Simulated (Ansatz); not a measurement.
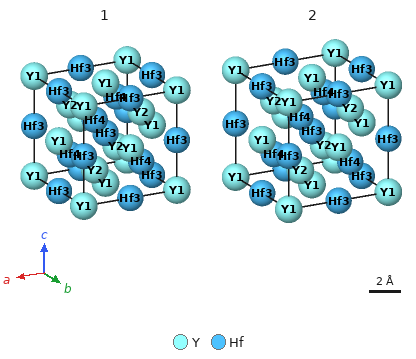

Two geometries of crystalline YHf (a generated structure, set up in Fd-3m) (coarse preliminary run), drawn at one scale. One is the start of a relaxation, the other its converged end. Style: spheres-only. Shown: the conventional cell (4 times the calculation's cell), from a free direction. Lengths and directions refer to the drawn axes.

Level of theory: DFT PBE, scalar-relativistic, plane waves, PAW in Ansatz 0.2.0. Settings: plane-wave cutoff 420 eV; k-point mesh 4 × 4 × 4; occupations gaussian; smearing width 0.1 eV; no spin polarisation; cell and atoms relaxed; force threshold 0.04 eV/Å; at most 70 steps.

**Which geometry has the lower energy?**

Structure 2 is the relaxed one. The atoms keep their places relative to the cell (all moves are under 0.005 Å). Cell: a = b = c 6.999 → 7.490 Å (+7.0 %). Volume +22.5 %. Among the contacts that change: Y1–Hf3 3.500 → 3.745 Å, Hf3–Hf4 3.031 → 3.243 Å, Y1–Hf4 3.031 → 3.243 Å, Y1–Y2 3.031 → 3.243 Å. The space group stays Fd-3m (No. 227). After 3 accepted moves (4 points after the start) the energy has fallen by 237 meV per atom. All forces vanish by symmetry, so only the cell relaxes. The pressure goes from 17.78 to 0.06 GPa. The SCF was repeated once at an unchanged geometry on a basis and grid sized afresh for the cell, which shifted the energy by 0.6 meV per atom at most.
